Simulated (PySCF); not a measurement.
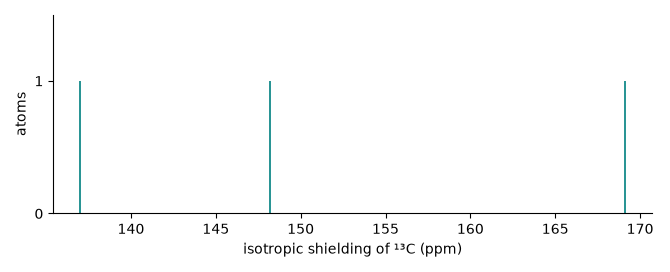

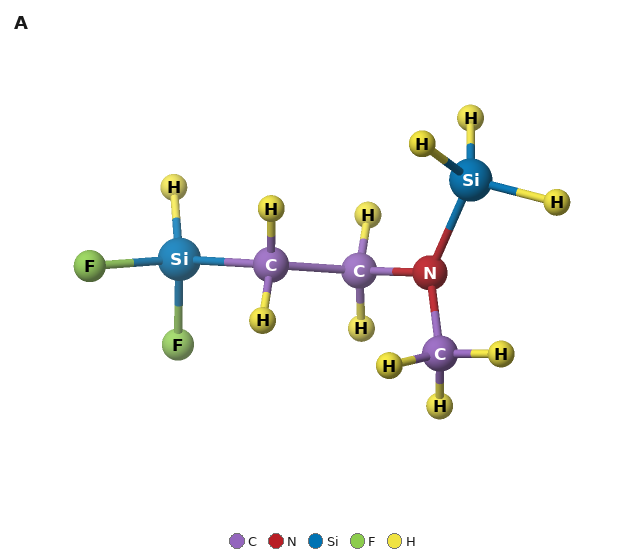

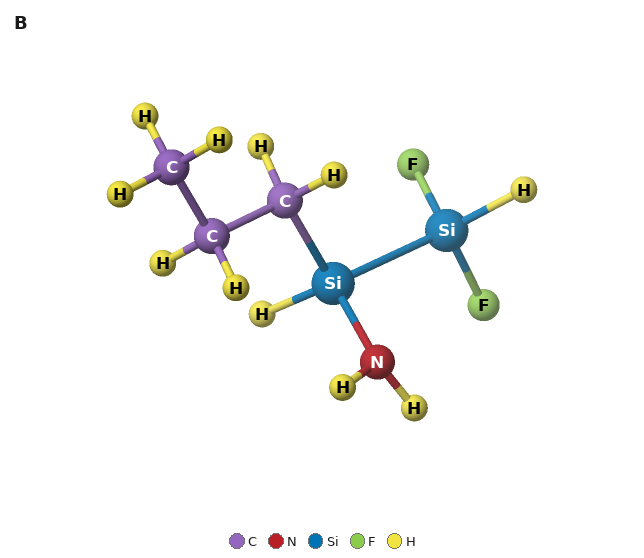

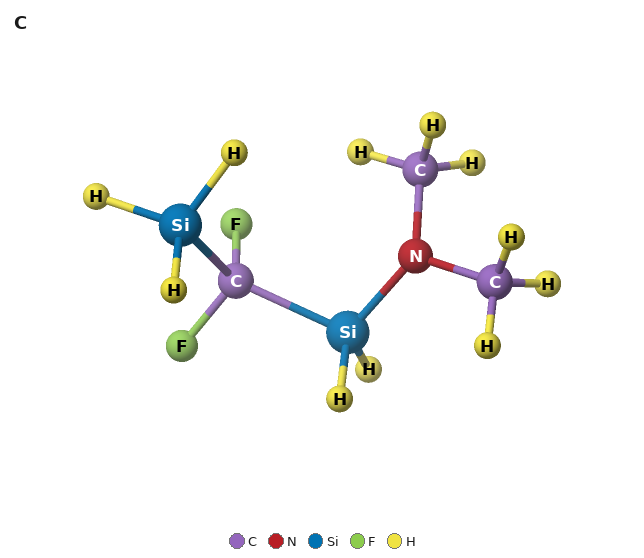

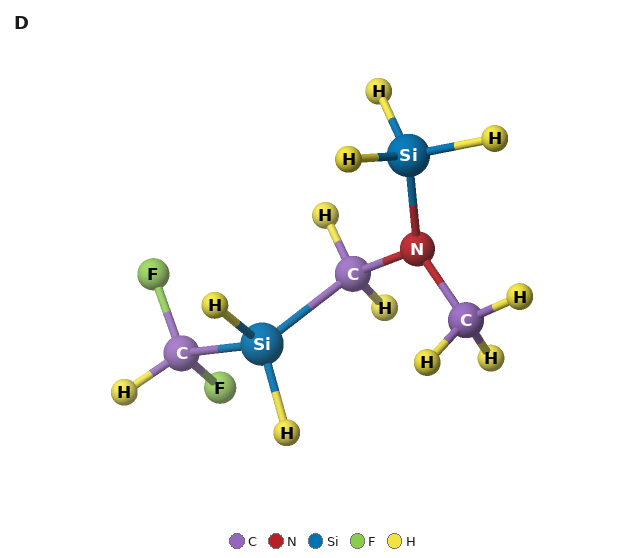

The sticks are computed shieldings of one of the molecules, for one fixed geometry (GFN2-xTB) without averaging over rotations. Low shielding means a high chemical shift. Method: GIAO PBE0/pcSseg-1 NMR shielding, non-relativistic, gas phase (PySCF 2.14.0).

> Match the spectrum to a structure.

A, `CN([SiH3])CC[SiH](F)F`. Its 3 C atoms give lines at 137.0, 148.2, 169.1 ppm.

The geometry is semi-empirical. Around Si such bond lengths and angles can be off by a tenth of an ångström or more and by several degrees, and values that hang on the shape move with them.
